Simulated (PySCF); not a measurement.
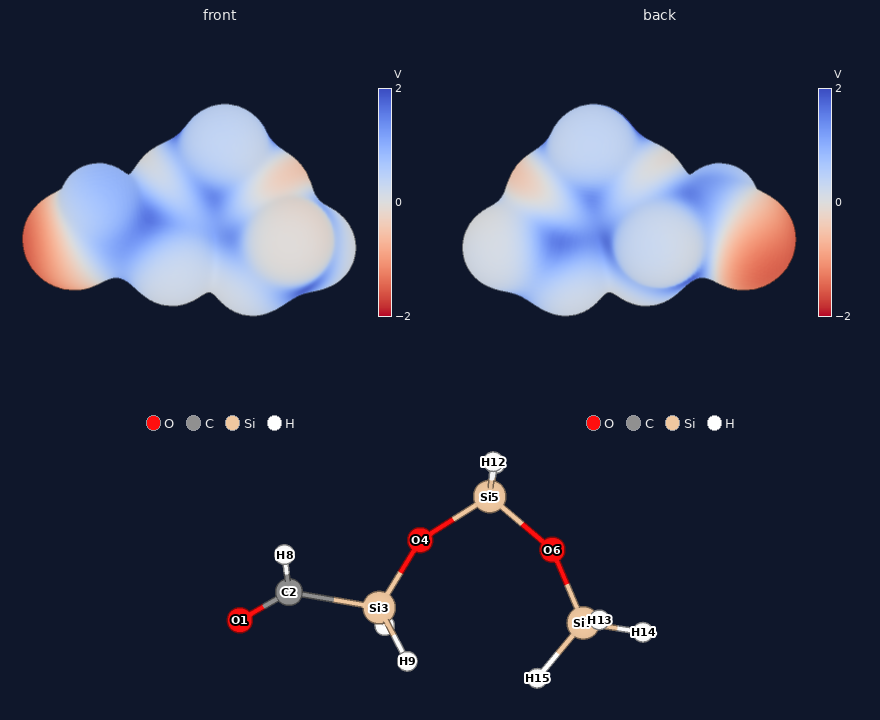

CH$_{8}$O$_{3}$Si$_{3}$ (SMILES O=C[SiH2]O[SiH2]O[SiH3]). The electrostatic potential painted on the density surface at 0.002 e/bohr³, seen from the front and from behind; red is negative and blue positive. The bare structure is drawn below in the same view.

Geometry: GFN2-xTB, MD frame at 250 fs, 300 K.

Method: PySCF 2.14.0, PBE0/pcSseg-1, SCF density, gas phase, non-relativistic.

```tsv
atom	x (Å)	y (Å)	z (Å)
O	-4.5924	-0.0755	-0.1475
C	-3.5248	0.3567	0.1267
Si	-1.8343	-0.2632	-0.6162
O	-0.8212	0.9544	-0.5499
Si	0.6823	1.6173	-0.4904
O	1.7706	0.3978	-0.2988
Si	2.1770	-1.1154	0.0060
H	-3.4587	1.1634	0.8879
H	-1.3853	-1.3372	0.3621
H	-1.8617	-0.7349	-2.0543
H	0.8124	2.1578	-1.8472
H	0.9272	2.3824	0.7761
H	2.5878	-1.0005	1.4538
H	3.2715	-1.5409	-0.9623
H	1.1017	-2.0780	-0.0477
```

### Describe the electrostatic potential map.

The most negative region (about −1.5 V) lies over O1, the most positive (about +1.8 V) over Si5. O1 is the likeliest acceptor of a hydrogen bond.

### What dipole moment does the calculation give?

Its dipole moment is 2.28 D.
